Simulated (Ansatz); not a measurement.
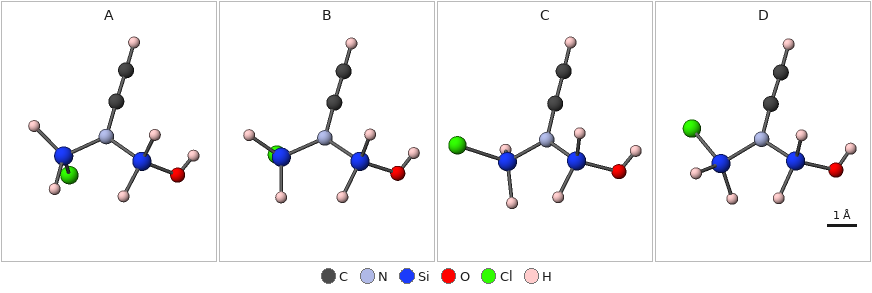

4 geometries from a converged minimum-energy path of C2H6ClNOSi2, shuffled. A ball-and-stick model, seen at a tilt.

The calculation used RKS PBE0-D4/def2-SVP in Ansatz. Set-up: 5 movable images; climbing image; force threshold 0.03 eV/Å; iteration limit 60; starting path through a guess of the saddle point.

### One of them is the converged climbing image. Which?

D. In order along the path, whose images run from 0 to 6: C (image 0, 0.000 eV), D (image 3, +0.126 eV), B (image 5, +0.025 eV), A (image 6, −0.003 eV). The motion is a rotation about the N–Si bond by about 160°. No bond forms or breaks between the ends. Bond angles that change up to the highest image, for instance: C–N–Si 118.6° → 123.0°, H–Si–H 113.8° → 110.1°.

The run took 4.6 min on 2 threads of Intel(R) Xeon(R) 6975P-C (Granite Rapids), with other jobs on the host, peak memory 0.46 GiB.
